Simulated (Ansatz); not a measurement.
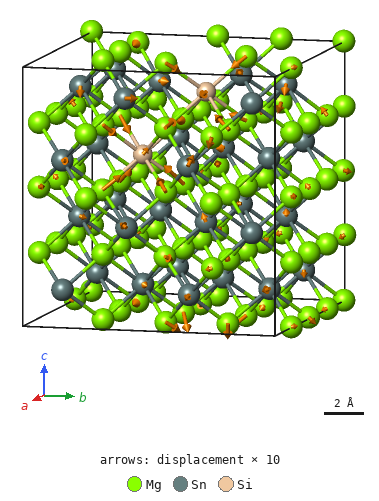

A relaxation of a crystal of Mg₆₄Sn₃₀Si₂ (a generated structure, set up in P1). The starting structure is drawn; orange arrows show the displacements, magnified 10 times.

The picture is a ball-and-stick view of the cell of the calculation (origin shifted), seen slightly off an axis.

All numbers below come from DFT, PBEsol, PAW, plane waves in Ansatz. (plane-wave cutoff 420 eV; k-point mesh 1 × 1 × 1; mesh shifted by (0.25, 0.25, 0.25); no spin polarisation; cell relaxed at fixed shape; force threshold 0.03 eV/Å; at most 80 steps)

Atoms of which element are displaced furthest, and by how much?

Answer. Magnesium: up to 0.17 Å, against 0.08 Å for tin.

What did the optimiser do to the structure, and how much energy did it gain?

Answer. Over 3 geometry steps the energy falls by 6.6 meV per atom. The largest force component goes from 0.54 to 0.028 eV/Å. The pressure goes from 0.08 to 0.04 GPa. A Mg atom moves most relative to the cell: 0.17 Å along [3 −2 3]. Largest moves by element: Mg 0.17 Å, Sn 0.08 Å, Si 0.07 Å. The drawn cell changes as follows: a = b = c 13.438 → 13.432 Å (0.0 %); the volume changes by −0.1 %. Some distances before and after: Mg–Si 2.968 → 2.790 Å, Mg–Si 2.944 → 2.789 Å, Mg–Si 2.943 → 2.814 Å, Mg–Si 2.915 → 2.786 Å. Bond angles that change, for instance: Sn–Mg–Si 108.3° → 112.0°, Sn–Mg–Si 107.8° → 111.0°, Sn–Mg–Sn 112.7° → 109.7°. Within 0.06 Å the space group is P1 at the start and Cmmm at the end; at a tighter tolerance small leftover displacements or strains of the cell lower it. Cost: 5.9 s on 1 × NVIDIA GB200 with 8 threads of Arm Neoverse-V2, peak memory 2.2 GiB.
